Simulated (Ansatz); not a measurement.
## Response to strain in BaTiO3

The reference is BaTiO₃ in the cubic perovskite structure (space group Pm-3m, No. 221).

```
CELL_PARAMETERS angstrom
      3.93456     0.00000     0.00000
      0.00000     3.93456     0.00000
      0.00000     0.00000     3.93456
ATOMIC_POSITIONS crystal
  Ba 0.00000 0.00000 0.00000
  Ti 0.50000 0.50000 0.50000
  O  0.50000 0.00000 0.50000
  O  0.00000 0.50000 0.50000
  O  0.50000 0.50000 0.00000
```

Cartesian axes are those of the cell as printed.

Strains are applied to the cell and any free atomic positions relax; under biaxial strain the out-of-plane vector relaxes too.

Level of theory: plane-wave PAW DFT at the LDA level (Ansatz, a quantum-chemistry and plane-wave program, 420 eV), no SOC.

Notes on the quantities. pressure: mean of the normal stresses, compression positive.

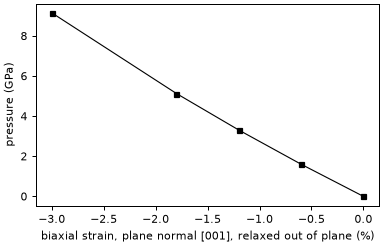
*Pressure against biaxial strain, plane normal [001], relaxed out of plane*

### Question
From the plot, what is the pressure for biaxial strain −3.00 %, plane normal [001], relaxed out of plane?

### Answer
About 9.1 GPa.

### Question
Is the trend monotonic over the range shown?

### Answer
Yes, it falls throughout, spanning -0.1 kbar to 91.4 kbar.

No phonon test of stability was made. The final runs are not spin-polarised. Many cubic perovskites are stable only at high temperature; tilts and polar distortions were not tested. This is not the structure that BaTiO3 has at room temperature and ambient pressure.
